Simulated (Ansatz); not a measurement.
C2H4Cl2O (SMILES COC(Cl)Cl)

The calculation's input:

```
crystal:
  periodic: [false, false, false]
  atoms:
    - {symbol: C, position_ang: [0.479637, -1.098071, -0.361100]}
    - {symbol: O, position_ang: [0.338418, 0.278065, -0.672006]}
    - {symbol: C, position_ang: [-0.443694, 0.959874, 0.195585]}
    - {symbol: Cl, position_ang: [-0.821674, 2.523996, -0.510830]}
    - {symbol: Cl, position_ang: [0.353466, 1.188921, 1.801347]}
    - {symbol: H, position_ang: [-0.500488, -1.581284, -0.280114]}
    - {symbol: H, position_ang: [1.036603, -1.540108, -1.184159]}
    - {symbol: H, position_ang: [1.030361, -1.229977, 0.573697]}
    - {symbol: H, position_ang: [-1.384226, 0.452184, 0.420480]}
basis:
  gaussian: {orbitals: def2-TZVPP}
hamiltonian: {xc: pbe0, dispersion: d4}
output: {orbitals: {seedname: orbitals}}
```

Launched as:

```sh
ansatz run in.yaml --threads 4 --pin off --events-out ev --progress --plain --max-ram 10444MiB
```

Geometry: PBE0-D4/def2-TZVP.

Computed with RKS PBE0-D4/def2-TZVPP (Ansatz).

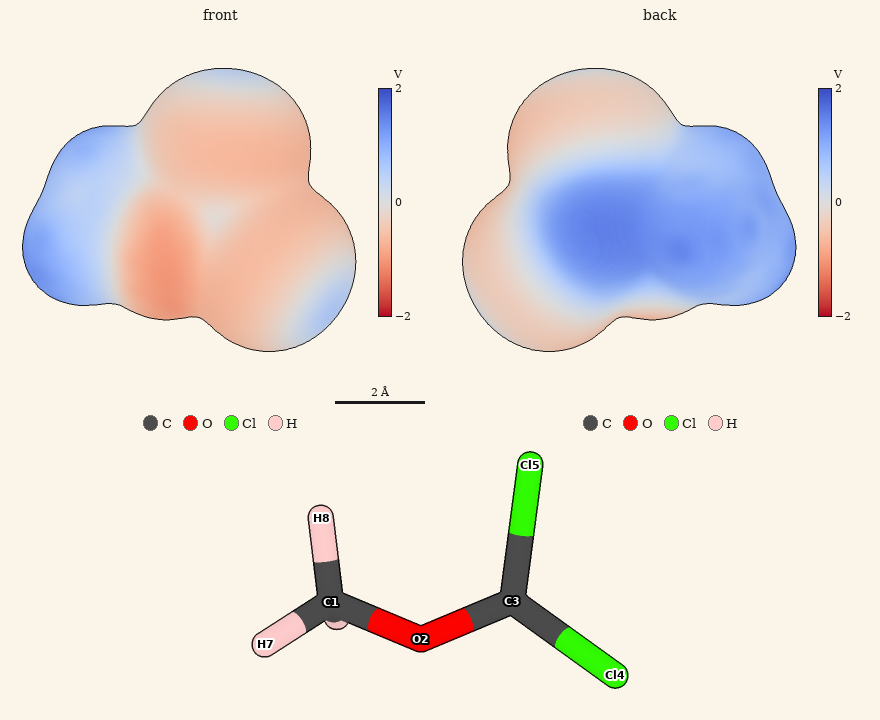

Figure 1. The molecular electrostatic potential painted on the density surface at 0.002 e/bohr³, seen from the front and from behind; red is negative and blue positive. The bare structure is drawn below in the same view.

Which sites attract a positive test charge, and which a negative one?

A positive charge is drawn to the negative regions and a negative charge to the positive ones. The most negative region (about −1.0 V) lies over O2, the most positive (about +1.5 V) over H9. Cl4 shows a σ-hole: about +0.6 V at the tip opposite its bond, against about −0.5 V on its flanks. Cl5 shows a σ-hole: about +0.3 V at the tip opposite its bond, against about −0.3 V on its flanks.

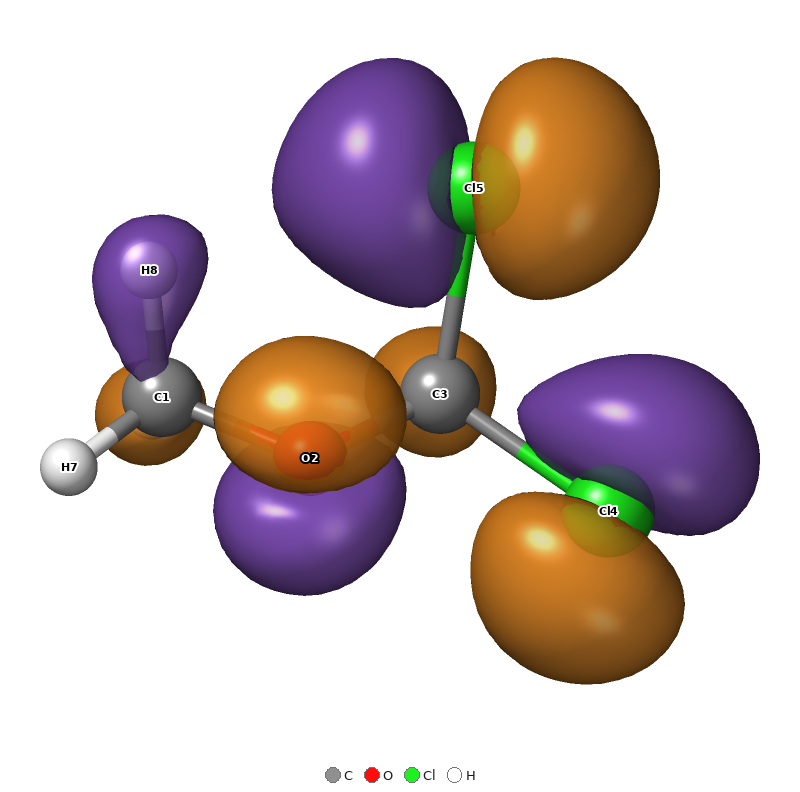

Figure 2. The HOMO at ±0.1 Å⁻³ᐟ² (orange and purple are the two phases), seen across its widest extent.

What is the character of this orbital?

Its weight (Hirshfeld) is mainly on Cl5 (about 40 %), Cl4 (about 25 %) and O2 (about 20 %); largely a combination of lone pairs on Cl5, Cl4 and O2. Its energy is −8.62 eV.

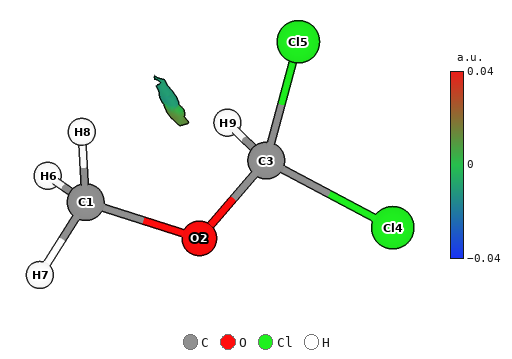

Figure 3. Non-covalent interaction (NCI) plot: the surface where the reduced density gradient is 0.5, for densities under 0.05 a.u., coloured by sign(λ₂)ρ; seen at a tilt.

Identify the weak interactions.

Near H8, C1 and Cl5: mostly steric crowding (olive to red).
